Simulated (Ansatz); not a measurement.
## Electronic structure of CH9N3Si2 in real space

Input file:

```
crystal:
  periodic: [false, false, false]
  atoms:
    - { symbol: C, position_ang: [2.2329, -0.1817, 0.9893] }
    - { symbol: "N", position_ang: [0.9738, -0.6576, 0.4509] }
    - { symbol: Si, position_ang: [0.0797, 0.0681, -0.7434] }
    - { symbol: "N", position_ang: [-0.8748, 1.2766, -0.0853] }
    - { symbol: Si, position_ang: [-2.1483, 0.1863, 0.1883] }
    - { symbol: "N", position_ang: [-1.3281, -0.8326, -0.9026] }
    - { symbol: H, position_ang: [2.1466, 0.8388, 1.379] }
    - { symbol: H, position_ang: [2.5429, -0.8213, 1.8223] }
    - { symbol: H, position_ang: [3.0278, -0.2047, 0.2358] }
    - { symbol: H, position_ang: [1.0494, -1.6475, 0.2371] }
    - { symbol: H, position_ang: [0.7173, 0.3845, -2.0239] }
    - { symbol: H, position_ang: [-1.162, 1.8826, -0.8396] }
    - { symbol: H, position_ang: [-3.3744, 0.6927, -0.4513] }
    - { symbol: H, position_ang: [-2.1754, -0.3495, 1.5609] }
    - { symbol: H, position_ang: [-1.7074, -0.6349, -1.8175] }
basis:
  gaussian:
    orbitals: def2-SVP
hamiltonian:
  xc:
    name: PBE0-DH
output:
  orbitals: {}
```

Run with:

```sh
python energy.py
```

All numbers below come from SCF PBE0-DH, Gaussian basis in Ansatz.

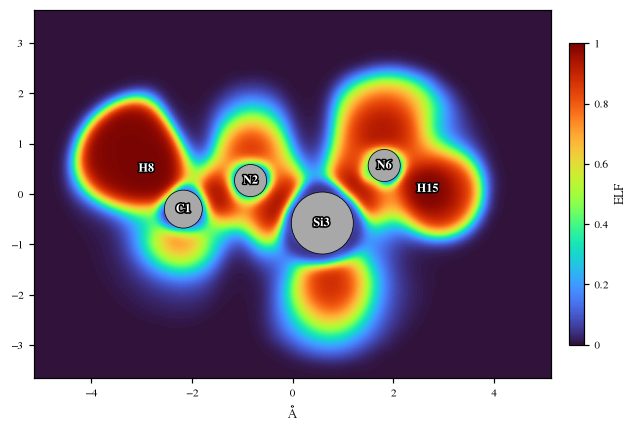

Figure 1. Electron localisation function on the plane of atoms N2, C1 and H8. Grey discs cover the atomic cores.

Interpret the plot.

Atoms in the plane: C, N, Si and H.
C–N (1.45 Å): the ELF peaks at about 0.90 between the atoms, as expected for a covalent bond.
Si–N (1.66 Å): the ELF peaks at about 0.90 between the atoms (a polar covalent bond).
N–H (1.01 Å): the ELF climbs to about 1 towards the hydrogen, as it does in any bond to H; an ordinary covalent bond to hydrogen.
Si–N (1.68 Å): the ELF peaks at about 0.90 between the atoms; a polar covalent bond.
C–H (1.10 Å): the ELF climbs to about 1 towards the hydrogen; an ordinary covalent bond to hydrogen.
The ELF also peaks beside N6, away from the bonds: lone-pair regions.

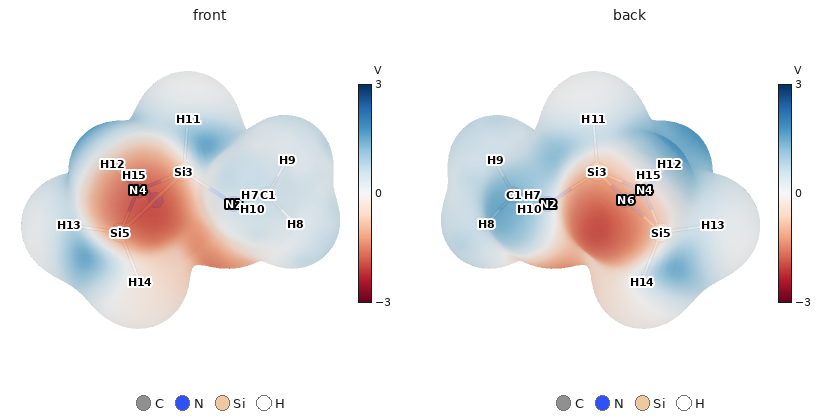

Figure 2. The electrostatic potential painted on the density surface at 0.002 e/bohr³, seen from the front and from behind; red is negative and blue positive.

Which sites attract a positive test charge, and which a negative one?

A positive charge is drawn to the negative regions and a negative charge to the positive ones. The most negative region (about −2.0 V, or −46 kcal/mol for a unit charge) lies over N4 and N6, the most positive (about +1.7 V, or +39 kcal/mol for a unit charge) over H12 and H15.

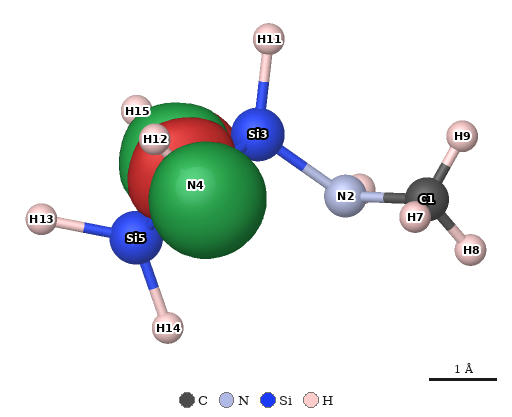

Figure 3. The HOMO at ±0.15 Å⁻³ᐟ² (green and red are the two phases), seen across its widest extent.

Describe this orbital and give its energy.

It lies mainly on N6 (about 40 %) and N4 (about 40 %); largely a combination of lone pairs on N6 and N4. Its energy is −7.32 eV.
